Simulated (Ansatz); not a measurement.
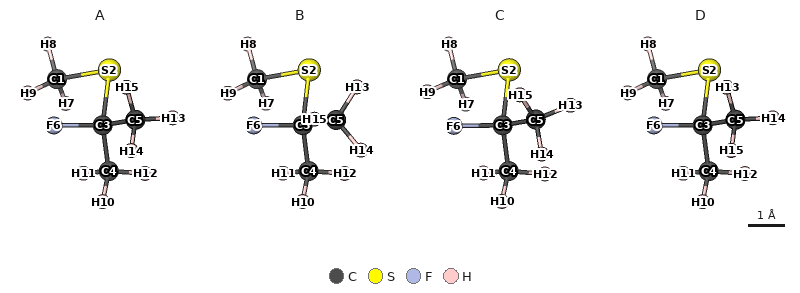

4 geometries from a converged minimum-energy path of C4H9FS, shuffled. A ball-and-stick model, seen from a free direction.

Method: RKS PBE/6-31G (Ansatz). Set-up: 5 movable images; climbing image; force threshold 0.05 eV/Å; iteration limit 58; starting path by image-dependent pair potential.

> Which frame is the top of the path?

B. In order along the path, whose images run from 0 to 6: A (image 0, 0.00 kcal/mol), C (image 1, +0.72 kcal/mol), B (image 3, +2.99 kcal/mol), D (image 6, 0.00 kcal/mol). The motion is a rotation about the C3–C5 bond by about 120°. No bond forms or breaks between the ends. Bond angles that change up to the highest image, for instance: C3–C5–H15 110.4° → 108.1°.

The run took 2.5 min on 1 thread of Arm Neoverse V1, with other jobs on the host, peak memory 0.14 GiB.
